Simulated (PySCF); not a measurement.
# C6H14 (2-methylpentane) at 6 levels

Wanted: a comparison of 6 runs (B2PLYP/6-31G*, M06-2X/6-31G*, M06-L/6-31G*, PBE0/6-31G*, TPSS/6-31G*, wB97X/6-31G*) of C6H14 (2-methylpentane). Input form: a Python script.

The results are computed with PySCF 2.14.0.

## (1) The system as given

C6H14: 20 atoms, total charge 0, spin state singlet. SMILES: `CCCC(C)C`. One bond was lengthened or shortened from a relaxed shape.

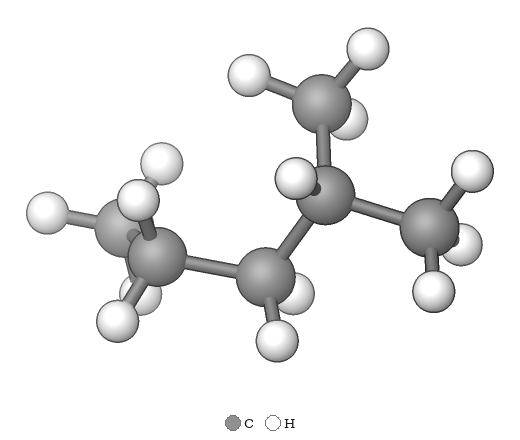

The structure, seen from a chosen angle (carbon grey, hydrogen white).

## (2) A single-point energy at B2PLYP/6-31G(d) (spherical functions) (run 1)

The input, input.py:

```python
from pyscf import gto, dft, mp

mol = gto.M(
    atom='''
C     -1.762654    -1.432051    -0.819151
C     -0.756754    -1.485421     0.326099
C      0.508896    -0.656711     0.059989
C      0.538186     0.705729     0.763299
C      1.898056     1.368179     0.545539
C     -0.572504     1.633219     0.278329
H     -2.077214    -0.412171    -1.021341
H     -1.256600    -1.900200    -1.863540
H     -2.644934    -2.020741    -0.575711
H     -0.476684    -2.529621     0.482509
H     -1.232264    -1.140061     1.246449
H      1.380746    -1.220721     0.399479
H      0.622236    -0.503441    -1.015361
H      0.405506     0.538819     1.838909
H      2.062876     1.552849    -0.514101
H      2.701306     0.732239     0.911419
H      1.949176     2.319479     1.070539
H     -1.552524     1.228049     0.514659
H     -0.502964     1.776909    -0.798081
H     -0.486154     2.605989     0.758609
''',
    max_memory=1860,
    basis='6-31g*',
    verbose=4,
    charge=0,
)

myscf = dft.RKS(mol)
myscf.xc = '0.53*HF + 0.47*B88, 0.73*LYP'
myscf.grids.level = 5
myscf.conv_tol = 1e-10
myscf.kernel()
if not myscf.converged:
    myscf = myscf.newton().run(myscf.mo_coeff, myscf.mo_occ)

pt = mp.MP2(myscf, frozen=6).run()
etot = myscf.e_tot + 0.27 * pt.e_corr
print('PT2 part  %.8f' % (0.27 * pt.e_corr))
print('Final energy', etot)
```

Command:

```bash
$ OMP_NUM_THREADS=1 python input.py
```

The program printed:

```text
PySCF version 2.14.0

[... 88 lines left out ...]
converged SCF energy = -236.472024737019
[... 1 line left out ...]
******** <class 'pyscf.mp.mp2.RMP2'> ********
nocc = 19, nmo = 106
frozen orbitals 6
E(RMP2) = -237.43222413207  E_corr = -0.960199395050848
E(SCS-RMP2) = -237.42990044985  E_corr = -0.957875712830622
E_corr(same-spin) = -0.224265647573534
E_corr(oppo-spin) = -0.735933747477314
PT2 part  -0.25925384
Final energy -236.73127857368263
```

It took 46 s on 1 thread of Intel Xeon at 2.70GHz, shared host; peak memory 0.63 GiB.

## (3) A single-point energy at M06-2X/6-31G(d) (spherical functions) (run 2)

The input, mol.xyz:

```xyz
20
C6H14
C     -1.762654    -1.432051    -0.819151
C     -0.756754    -1.485421     0.326099
C      0.508896    -0.656711     0.059989
C      0.538186     0.705729     0.763299
C      1.898056     1.368179     0.545539
C     -0.572504     1.633219     0.278329
H     -2.077214    -0.412171    -1.021341
H     -1.256600    -1.900200    -1.863540
H     -2.644934    -2.020741    -0.575711
H     -0.476684    -2.529621     0.482509
H     -1.232264    -1.140061     1.246449
H      1.380746    -1.220721     0.399479
H      0.622236    -0.503441    -1.015361
H      0.405506     0.538819     1.838909
H      2.062876     1.552849    -0.514101
H      2.701306     0.732239     0.911419
H      1.949176     2.319479     1.070539
H     -1.552524     1.228049     0.514659
H     -0.502964     1.776909    -0.798081
H     -0.486154     2.605989     0.758609
```

The input, input.py:

```python
from pyscf import gto, dft

mol = gto.M(
    atom='mol.xyz',
    basis='6-31g*',
    charge=0,
    verbose=3,
    max_memory=1860,
)

mf = dft.RKS(mol, xc='m06-2x')
mf.conv_tol = 1e-10
mf.grids.level = 5
mf.kernel()
if not mf.converged:
    mf = mf.newton().run(mf.mo_coeff, mf.mo_occ)

etot = mf.e_tot
print('E(%s) = %.9f' % ('M06-2X', etot))
```

Command:

```bash
$ OMP_NUM_THREADS=1 python input.py
```

The program printed:

```text
converged SCF energy = -236.926456204037
E(M06-2X) = -236.926456204
```

Wall time 92 s (1 thread of Intel Xeon at 2.70GHz, shared host); peak memory 0.68 GiB.

Runs 3 to 5 aren't shown in full; the table further down has their settings and results.

## (4) The energy at wB97X/6-31G(d) (spherical functions) (run 6)

The input, run.py:

```python
from pyscf import gto, dft

mol = gto.Mole()
mol.atom = [
    ('C', (-1.762654, -1.432051, -0.819151)),
    ('C', (-0.756754, -1.485421, 0.326099)),
    ('C', (0.508896, -0.656711, 0.059989)),
    ('C', (0.538186, 0.705729, 0.763299)),
    ('C', (1.898056, 1.368179, 0.545539)),
    ('C', (-0.572504, 1.633219, 0.278329)),
    ('H', (-2.077214, -0.412171, -1.021341)),
    ('H', (-1.256600, -1.900200, -1.863540)),
    ('H', (-2.644934, -2.020741, -0.575711)),
    ('H', (-0.476684, -2.529621, 0.482509)),
    ('H', (-1.232264, -1.140061, 1.246449)),
    ('H', (1.380746, -1.220721, 0.399479)),
    ('H', (0.622236, -0.503441, -1.015361)),
    ('H', (0.405506, 0.538819, 1.838909)),
    ('H', (2.062876, 1.552849, -0.514101)),
    ('H', (2.701306, 0.732239, 0.911419)),
    ('H', (1.949176, 2.319479, 1.070539)),
    ('H', (-1.552524, 1.228049, 0.514659)),
    ('H', (-0.502964, 1.776909, -0.798081)),
    ('H', (-0.486154, 2.605989, 0.758609)),
]
mol.max_memory = 1860
mol.verbose = 4
mol.spin = 0
mol.basis = '6-31g*'
mol.build()

mf = dft.RKS(mol)
mf.xc = 'wb97x'
mf.grids.level = 5
mf.conv_tol = 1e-10
mf.kernel()
if not mf.converged:
    mf = mf.newton().run(mf.mo_coeff, mf.mo_occ)

energy = mf.e_tot
print('E(%s) = %.9f' % ('WB97X', energy))
```

Command:

```bash
$ OMP_NUM_THREADS=1 python run.py
```

The program printed:

```text
PySCF version 2.14.0

[... 85 lines left out ...]
converged SCF energy = -237.001408853719
E(WB97X) = -237.001408854
```

Wall time 77 s (1 thread of Intel Xeon at 2.70GHz, shared host); peak memory 0.63 GiB.

## (5) The series

| run | level | frozen core orbitals | energy (Eh) | dipole moment (D) | HOMO energy (eV) | LUMO energy (eV) | wall time |
| --- | --- | --- | --- | --- | --- | --- | --- |
| 1 | B2PLYP/6-31G* (spherical functions) | 6 | -236.731279 | 0.26 | -9.68 | 3.83 | 46 s |
| 2 | M06-2X/6-31G* (spherical functions) | – | -236.926456 | 0.24 | -9.70 | 3.36 | 92 s |
| 3 | M06-L/6-31G* (spherical functions) | – | -237.015340 | 0.27 | -7.38 | 2.17 | 81 s |
| 4 | PBE0/6-31G* (spherical functions) | – | -236.760981 | 0.24 | -8.40 | 2.62 | 50 s |
| 5 | TPSS/6-31G* (spherical functions) | – | -237.101033 | 0.26 | -7.12 | 1.98 | 85 s |
| 6 | wB97X/6-31G* (spherical functions) | – | -237.001409 | 0.24 | -10.84 | 4.74 | 77 s |

## (6) Summary of results

```
            quantity          value
 run 6: total energy  -237.00141 Eh
run 6: dipole moment         0.24 D
  run 6: HOMO energy      -10.84 eV
  run 6: LUMO energy        4.74 eV
run 6: HOMO–LUMO gap       15.58 eV
```

What this shows: The dipole moment (its size) runs from 0.24 D (M06-2X/6-31G*) to 0.27 D (M06-L/6-31G*). The HOMO–LUMO gap runs from 9.10 eV (TPSS/6-31G*) to 15.58 eV (wB97X/6-31G*). Totals of different functionals can't be ranked against each other. All runs together took 7.2 min, the longest 92 s.
